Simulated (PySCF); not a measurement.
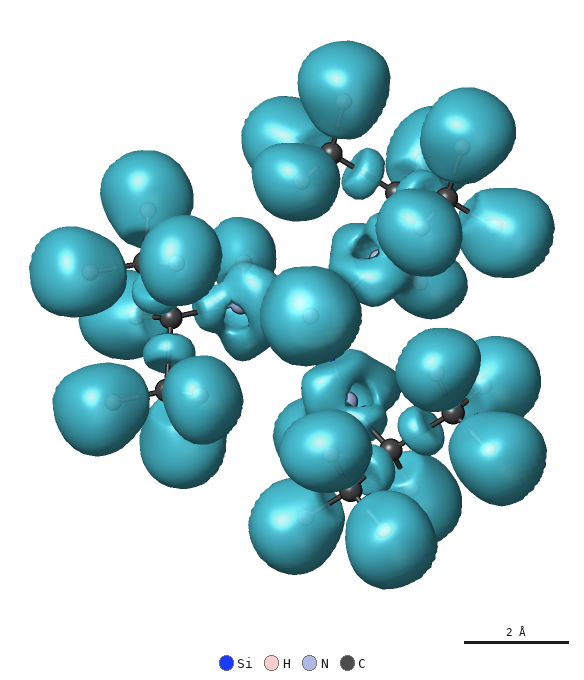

C$_{9}$H$_{25}$N$_{3}$Si (SMILES [H][Si](NC(C)C)(NC(C)C)NC(C)C). Isosurface of the ELF at 0.75 (cyan), seen at a tilt. Core shells and regions of very low density are left out.

Geometry: PBE0-D3(BJ)/def2-SVP.

These are results of PBE0/pcSseg-1, SCF density, gas phase, non-relativistic (PySCF 2.14.0), not measurements.

Input file:

```
{"job": {"kind": "nmr", "xc": "PBE0", "basis": "pcSseg-1"}, "charge": 0, "multiplicity": 1}
Si    -0.005594    -0.006938    -0.423132
H     -0.010477    -0.009373     1.081830
N      1.615671    -0.018447    -1.036674
C      2.805240     0.567855    -0.443538
C      3.397075    -0.306412     0.662091
C      2.519820     1.976739     0.061027
H      1.809175    -0.818472    -1.629383
H      3.566025     0.658031    -1.241843
H      2.688544    -0.394147     1.501582
H      4.340264     0.109736     1.051556
H      3.601835    -1.321687     0.288365
H      1.760760     1.965660     0.860327
H      3.429914     2.437097     0.474427
H      2.145401     2.617582    -0.750827
N     -0.802412     1.403822    -1.039643
C     -1.893106     2.152575    -0.440493
C     -1.409906     3.127223     0.633610
C     -2.958068     1.211450     0.108205
H     -0.208782     1.961871    -1.643916
H     -2.370414     2.748423    -1.241575
H     -0.959119     2.576663     1.475307
H     -2.235053     3.742104     1.028697
H     -0.643575     3.806063     0.228336
H     -2.552767     0.581978     0.917305
H     -3.806161     1.778080     0.521520
H     -3.337391     0.544024    -0.679606
N     -0.824328    -1.403090    -1.044306
C     -0.919631    -2.727060    -0.454389
C     -1.994677    -2.806882     0.629438
C      0.433828    -3.181726     0.077612
H     -1.600275    -1.170066    -1.654470
H     -1.203906    -3.431870    -1.258500
H     -1.735416    -2.150720     1.476068
H     -2.111996    -3.833206     1.013171
H     -2.968636    -2.476543     0.236269
H      0.785901    -2.518592     0.884758
H      0.370428    -4.199825     0.490035
H      1.192346    -3.176709    -0.718933
```

Run with:

```sh
OMP_NUM_THREADS=2 python probes_run.py task.json out
```

Identify the bonds, lone pairs and shells in this picture.

At this value the surface marks out six regions between bonded C–C atoms (shared pairs), 22 regions around hydrogen nuclei and three joined regions spread over several atoms (H, N), in which their bonds and any lone pairs are merged.

Values along the shortest contacts:
C–N (1.45 Å): the ELF peaks at about 0.95 between the atoms; localised, covalent bonding. C–C (1.52 Å): the ELF peaks at about 0.95 between the atoms, as expected for a covalent bond.
